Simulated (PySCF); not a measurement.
SMILES C#C[SiH2][SiH2]B(O)O (C2H7BO2Si2), singlet at its GFN2-xTB optimised geometry (Å):

```
14

C     -2.4155    -0.4850    -4.0765
C     -1.7800    -1.2053    -3.3524
Si    -0.8131    -2.2807    -2.1905
Si    -0.6840    -1.3386    -0.0679
B      0.2465     0.3849     0.0000
O      1.6027     0.3849     0.0000
O     -0.4834     1.5256     0.0000
H     -2.9720     0.1356    -4.7198
H     -1.4904    -3.5848    -2.2471
H      0.4832    -2.4630    -2.8699
H     -0.0429    -2.3662     0.7793
H     -2.0583    -1.2780     0.4645
H      2.0583     1.2308     0.0079
H     -0.0180     2.3662     0.0016
```

Level of theory: PBE0/def2-TZVP (PySCF).

Map of the LUMO amplitude (bohr^(-3/2)) on the plane z = 1.5 Å; orbital energy -0.58 eV, overall sign arbitrary:

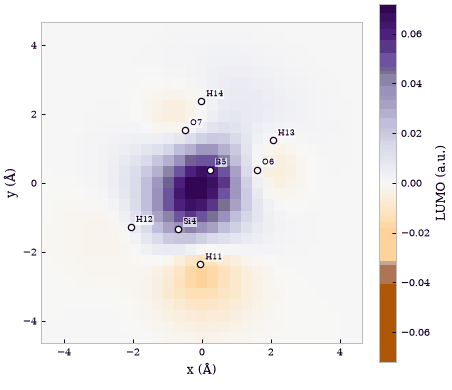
Fig. 1. LUMO amplitude (bohr^(-3/2)) on the plane z = 1.5 Å.
